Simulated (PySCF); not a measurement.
```tsv
atom	x (Å)	y (Å)	z (Å)
Sr	0.0000	0.0000	-1.3181
Se	0.0000	0.0000	1.4499
```

Core potentials replace the inner electrons of Sr.

Theory: PBE0/def2-SVPD, non-relativistic Hamiltonian with scalar-relativistic core potentials where named, at a bond length of 2.768 Å (PySCF).

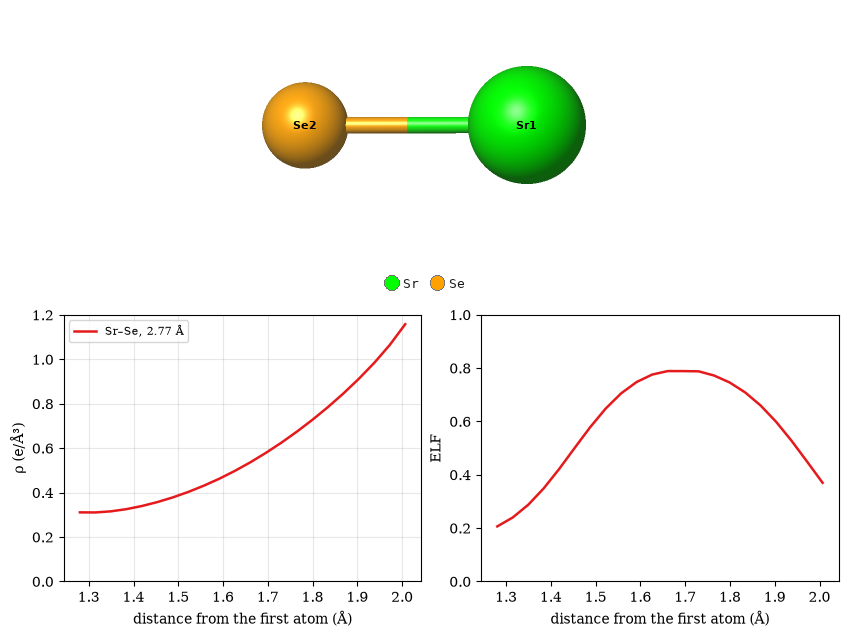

SrSe (charge +1, doublet). Electron density and ELF along straight lines between neighbouring atoms. The curves leave out the atomic cores. The structure is drawn too.

> What can be read from the curves?

Sr–Se (2.77 Å): the density is about 0.33 e/Å³ at the midpoint; the ELF peaks at about 0.80 in the valence shell of Se, 1.1 Å from its nucleus, and is about 0.35 at the midpoint: a closed-shell, largely ionic contact.
